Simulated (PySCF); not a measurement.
Input file:

```
{"job": {"kind": "nmr", "xc": "PBE0", "basis": "pcSseg-1", "pop": false}, "charge": 0, "multiplicity": 1}
C     -2.219854    -0.270017    -0.687746
O     -0.864768     0.136856    -0.657863
B     -0.123540     0.247012     0.444440
F     -0.661668    -0.097988     1.639245
O      1.105198     0.795424     0.425366
C      2.365324     0.184421     0.271467
H     -2.815980     0.557282    -1.076385
H     -2.301267    -1.124707    -1.361409
H     -2.577004    -0.546000     0.305433
H      2.552521    -0.531622     1.077810
H      3.109535     0.979736     0.311450
H      2.431504    -0.330397    -0.691808
```

Launched as:

```sh
OMP_NUM_THREADS=1 python ens_run.py task.json out
```

Geometry: GFN2-xTB.

Computed with PBE0/pcSseg-1, SCF density, gas phase, non-relativistic (PySCF).

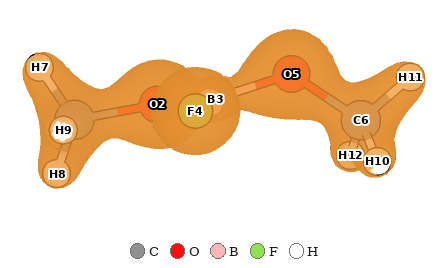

C₂H₆BFO₂ (fluorodimethoxyborane). Isosurface of the total electron density at 1 e/Å³ (orange), seen from one side.

> What does this surface tell about the bonding?

At this value the surface is in one piece. It bridges the sampled B–O (1.33 Å), B–F (1.36 Å), C–O (1.41 Å) and C–H (1.09 Å) contacts, where the density stays above the isovalue. On the grid the lowest density along these lines, outside the cores, is 1.7 e/Å³ (B–O, 1.33 Å), 1.4 e/Å³ (B–F, 1.36 Å), 1.7 e/Å³ (C–O, 1.41 Å) and 1.9 e/Å³ (C–H, 1.09 Å).
